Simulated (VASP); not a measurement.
Energy against volume of Cu (fcc). Computed with SCAN meta-GGA, VASP's PBE PAW potentials (set 64) (plane waves; VASP).

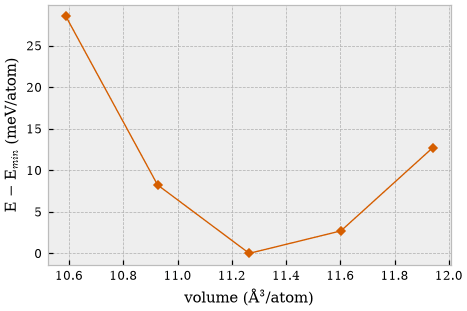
*Energy against volume*

Question: Estimate the equilibrium volume and the bulk modulus.

Answer: The minimum lies near 11.3 Å³/atom, and the curvature gives B0 of about 150 GPa.

Measured: bulk modulus 144 GPa at 0 K (computed value off by +4.6 %), as given by Daniel Mejia-Rodriguez et al., Physical Review B (2018), arXiv:1807.09216 [0 K value with the zero-point phonon effect removed]; a 3.595 Å at 0 K (computed value off by -0.8 %), as given by Gábor I. Csonka et al., Physical Review B (2009), arXiv:0903.4037 [low-temperature or extrapolated to 0 K; zero-point anharmonic expansion removed].

The compound is Cu in the fcc structure. It was relaxed first.
